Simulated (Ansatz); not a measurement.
## GaNH3Cl: a changed input and its effect

System: GaNH3Cl, SMILES [NH2][GaH][Cl].
Method of run 1: RKS revPBE-D4/def2-TZVPP (Ansatz 0.2.0).

The geometry: displaced from a GFN2-xTB structure. Text and figures count atoms from 1; the logs count them from 0 in places.

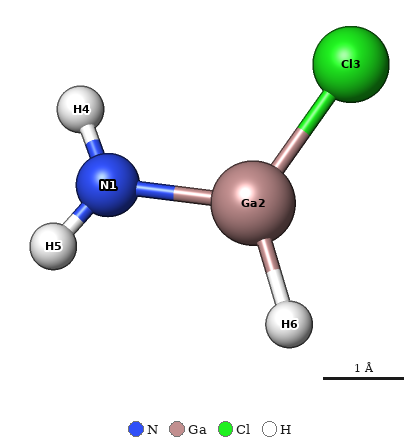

**Figure 1.** The structure as given in the input (ball-and-stick view, seen at a tilt; atoms are numbered from 1 in the order of the input). Sticks mark near contacts.

### The input, run 1
```yaml
crystal:
  periodic: [false, false, false]
  atoms:
    - {symbol: N, position_ang: [-0.181900, 0.636800, 0.807700]}
    - {symbol: Ga, position_ang: [-0.009700, -0.571000, -0.633200]}
    - {symbol: Cl, position_ang: [2.001100, -1.299600, -0.948700]}
    - {symbol: H, position_ang: [0.730600, 0.980300, 1.362300]}
    - {symbol: H, position_ang: [-1.108800, 1.040100, 1.057800]}
    - {symbol: H, position_ang: [-1.387000, -0.848300, -1.534700]}
basis:
  gaussian: {orbitals: def2-TZVPP}
hamiltonian: {xc: {name: revPBE}, dispersion: d4}
output: {forces: true}
```

Hardware: 4 CPU threads, shared host.

### Output (run 1)
```
Functional definition: revPBE
  parameter kappa = 1.245
  parameter beta = 0.06672455060314922
  exchange = pbe_x(kappa = kappa, mu = beta*pi^2/3)
  correlation = pbe_c(beta = beta)
994 factors; their error is unknown
mean field evaluation 1: about -66424.5542 eV, gradient 7.9e1 eV
mean field evaluation 2: about -66354.9150 eV, gradient 1.6e2 eV
mean field evaluation 4: about -66435.1968 eV, gradient 1.8e1 eV
mean field evaluation 8: about -66435.7054 eV, gradient 1.2e-1 eV
mean field evaluation 16: about -66435.6817 eV, gradient 3.2e-3 eV
mean field -66435.68173070 eV, -2441.4662718806 hartree, gradient 6.6e-5 eV, S^2 0.000000; 0 other end points of the search recorded, 0 dependent functions left out
the calculation of the forces begins
reference -66435.68177576 eV, -2441.4662735365 hartree; 29, 29 occupied and 134, 134 virtual orbitals, 994 factors
Total energy: -66435.96799435 eV, -2441.4767918758 hartree
Atom 0 at    -0.181900     0.636800     0.807700 Å, force     2.040587     0.230795     0.577413 eV/Å
Atom 1 at    -0.009700    -0.571000    -0.633200 Å, force    -1.274337     0.815247     0.310357 eV/Å
Atom 2 at     2.001100    -1.299600    -0.948700 Å, force    -0.064723    -0.041064    -0.043953 eV/Å
Atom 3 at     0.730600     0.980300     1.362300 Å, force    -3.075294    -0.838833    -1.448024 eV/Å
Atom 4 at    -1.108800     1.040100     1.057800 Å, force     1.245560    -0.181832     0.018238 eV/Å
Atom 5 at    -1.387000    -0.848300    -1.534700 Å, force     1.128206     0.015687     0.585969 eV/Å
Dipole moment:    -0.296541     0.210109     0.172368 e Å
```

The input of run 2 differs as follows (lines with − go, lines with + come):
```diff
-hamiltonian: {xc: {name: revPBE}, dispersion: d4}
+correlation: {method: ccsd_t}
```

How does run 2 compare with run 1?

The total energies belong to different models, so their difference says nothing on which is more stable or more accurate. The largest force goes from 3.501 to 3.840 eV/Å. The dipole moment goes from 1.93 to 1.88 D.

### Output (run 2)
```
Functional definition: HF
  exchange = exact_x
  correlation = 0
996 factors; integrals over basis functions are off by at most 8.0e-4 eV
mean field evaluation 1: about -66366.5404 eV, gradient 3.7e1 eV
mean field evaluation 2: about -66366.6084 eV, gradient 3.7e1 eV
mean field evaluation 4: about -66369.6500 eV, gradient 2.9e0 eV
mean field evaluation 8: about -66369.6889 eV, gradient 2.1e-1 eV
mean field evaluation 16: about -66366.5416 eV, gradient 3.7e1 eV
mean field -66369.68906780 eV, -2439.0410862507 hartree, gradient 2.3e-6 eV, S^2 0.000000; 0 other end points of the search recorded, 0 dependent functions left out
15 core orbitals not correlated: weight in the atoms' cores, before any rotation towards them, 1.000 or more for the frozen orbitals, at most 0.000 for the correlated occupied ones
reference -66369.68906780 eV, -2439.0410862507 hartree; 14, 14 occupied and 134, 134 virtual orbitals, 996 factors
second order -17.27235119 eV of doubles, -0.00000000 eV of singles
cycle   1  -17.27330894 eV  change   -9.6e-4 eV  update   1.0e-1
cycle   2  -17.78979933 eV  change   -5.2e-1 eV  update   3.1e-2
cycle   3  -17.88925251 eV  change   -9.9e-2 eV  update   1.7e-2
cycle   4  -17.87702475 eV  change    1.2e-2 eV  update   4.7e-3
cycle   5  -17.87626474 eV  change    7.6e-4 eV  update   2.7e-3
cycle   6  -17.87673218 eV  change   -4.7e-4 eV  update   8.8e-4
cycle   7  -17.87656867 eV  change    1.6e-4 eV  update   3.9e-4
cycle   8  -17.87656927 eV  change   -6.1e-7 eV  update   9.9e-5
cycle   9  -17.87659118 eV  change   -2.2e-5 eV  update   3.2e-5
cycle  10  -17.87657720 eV  change    1.4e-5 eV  update   1.0e-5
cycle  11  -17.87658458 eV  change   -7.4e-6 eV  update   4.3e-6
perturbative correction -0.74633477 eV, -0.0274272968 hartree
the calculation of the forces begins
Total energy: -66388.31198715 eV, -2439.7254659135 hartree
Atom 0 at    -0.181900     0.636800     0.807700 Å, force     2.030995     0.120900     0.419917 eV/Å
Atom 1 at    -0.009700    -0.571000    -0.633200 Å, force    -1.187040     0.994521     0.508922 eV/Å
Atom 2 at     2.001100    -1.299600    -0.948700 Å, force    -0.388452     0.059369    -0.008695 eV/Å
Atom 3 at     0.730600     0.980300     1.362300 Å, force    -3.367383    -0.924416    -1.596816 eV/Å
Atom 4 at    -1.108800     1.040100     1.057800 Å, force     1.574424    -0.291649    -0.036174 eV/Å
Atom 5 at    -1.387000    -0.848300    -1.534700 Å, force     1.337456     0.041274     0.712846 eV/Å
Dipole moment:    -0.303740     0.192249     0.152713 e Å
```

### The two runs side by side

| quantity | run 1 | run 2 |
| --- | --- | --- |
| outcome | converged | converged |
| total energy (hartree) | −2441.476792 | −2439.725466 |
| dipole moment (D) | 1.93 | 1.88 |
| largest force (eV/Å) | 3.501 | 3.840 |
| basis functions | 163 | 163 |
| wall time (shared host) | 0.9 s | 84 s |
